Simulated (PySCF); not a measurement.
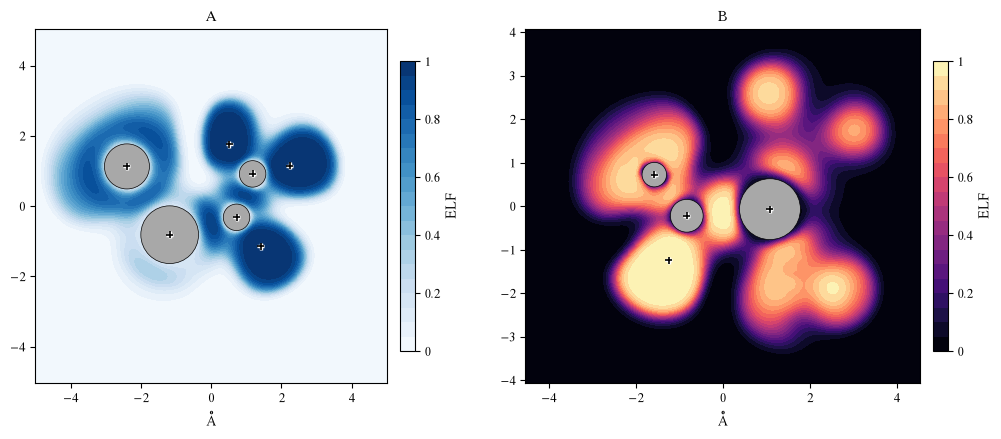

The electron localisation function of 2 systems, each on a plane through atoms (crosses mark nuclei in the plane; grey discs cover the cores).

The calculation used CAM-B3LYP/def2-SVPD, SCF density, gas phase (PySCF).

System 1: C3H7BrGe, the plane of atoms C2, Ge3 and Br5. Geometry: GFN2-xTB.

```tsv
atom	x (Å)	y (Å)	z (Å)
C	-2.2370	-0.3590	0.4516
C	-1.3035	-0.1336	-0.4569
Ge	0.4171	0.7462	-0.0998
C	2.0004	-0.4278	-0.2943
Br	0.3779	1.4789	2.0718
H	-2.1161	-0.0509	1.4798
H	-3.1653	-0.8564	0.2135
H	-1.4571	-0.4536	-1.4790
H	0.5746	2.0201	-0.9254
H	2.8989	0.0816	0.0467
H	2.1394	-0.7151	-1.3324
H	1.8720	-1.3312	0.2983
```

System 2: C2H6O2SSi, the plane of atoms O6, C5 and H12. Geometry: GFN2-xTB.

```xyz
12

C     1.4221    0.6028    0.4422
Si   -0.2933   -0.1775    0.2317
O    -0.6252   -1.3878    1.2570
S    -1.8361    1.3261    0.4806
C    -0.5112   -0.9999   -1.4875
O    -0.0692   -0.5412   -2.5091
H     1.6764    1.2266   -0.4097
H     2.1860   -0.1651    0.5236
H     1.4769    1.2240    1.3331
H    -0.8529   -1.2464    2.1731
H    -1.4750    2.0790   -0.5444
H    -1.0973   -1.9410   -1.5166
```

> Match each panel to its system.

Panel A is system 1, C3H7BrGe: the plane holds C, Ge, Br and H. C–C (1.32 Å): the ELF peaks at about 0.90 between the atoms (a multiple bond). Panel B is system 2, C2H6O2SSi: the plane holds Si, C, O and H. C–O (1.20 Å): the ELF peaks at about 0.90 between the atoms (a short, multiple covalent bond).
